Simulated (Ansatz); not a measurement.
Consider CH4AlFS.

The calculation's input:

```
crystal:
  periodic: [false, false, false]
  atoms:
    - {symbol: F, position_ang: [2.638846, 0.554263, 0.552016]}
    - {symbol: C, position_ang: [-0.105322, -0.304496, -0.496633]}
    - {symbol: Al, position_ang: [1.013253, 0.582806, 0.837951]}
    - {symbol: S, position_ang: [-1.835881, -0.182665, -0.003233]}
    - {symbol: H, position_ang: [0.208758, -1.349159, -0.581027]}
    - {symbol: H, position_ang: [0.507157, 1.309669, 2.138103]}
    - {symbol: H, position_ang: [0.062305, 0.170220, -1.468119]}
    - {symbol: H, position_ang: [-2.396916, -0.837640, -1.034860]}
basis:
  gaussian: {orbitals: def2-TZVPP}
hamiltonian: {xc: pbe0, dispersion: d4}
output: {orbitals: {seedname: orbitals}}
```

Run with:

```sh
ansatz run in.yaml --threads 2 --pin off --events-out ev --progress --plain --max-ram 4352MiB
```

Geometry: PBE0-D4/def2-TZVP.

The calculation used RKS PBE0-D4/def2-TZVPP in Ansatz.

What will maps of the electron density and electron localisation function show?

Answer. Al–F (1.65 Å): ρ is about 0.91 e/Å³ halfway; the ELF peaks at about 0.85 in the valence shell of F, 0.6 Å from its nucleus, and is about 0.25 at the midpoint.
C–S (1.80 Å): the density is about 1.2 e/Å³ at the midpoint; the ELF peaks at about 0.90 between the atoms (a shared electron pair).
C–Al (1.95 Å): the density is about 0.73 e/Å³ at the midpoint; the ELF peaks at about 0.95 between the atoms, as expected for a polar covalent bond.
S–H (1.34 Å): the density is about 1.5 e/Å³ at the midpoint; the ELF climbs to about 1 towards the hydrogen, as it does in any bond to H.

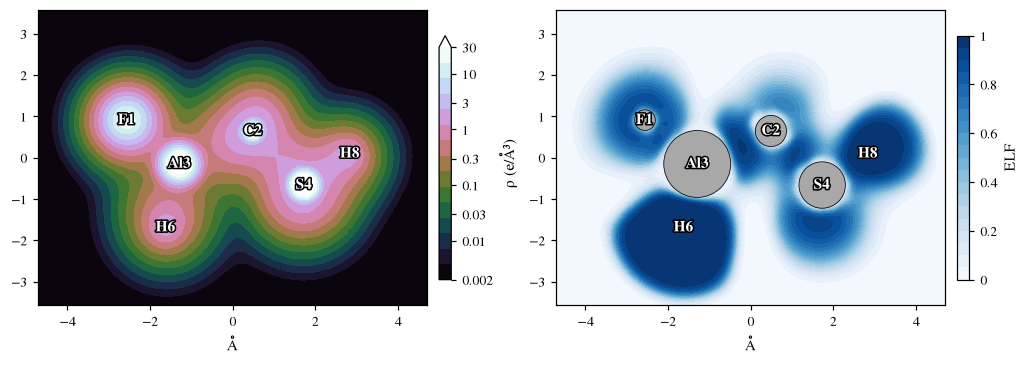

Computed electron density and electron localisation function on the plane of atoms F1, Al3 and H6, in this order. Grey discs cover the atomic cores in the ELF map. 
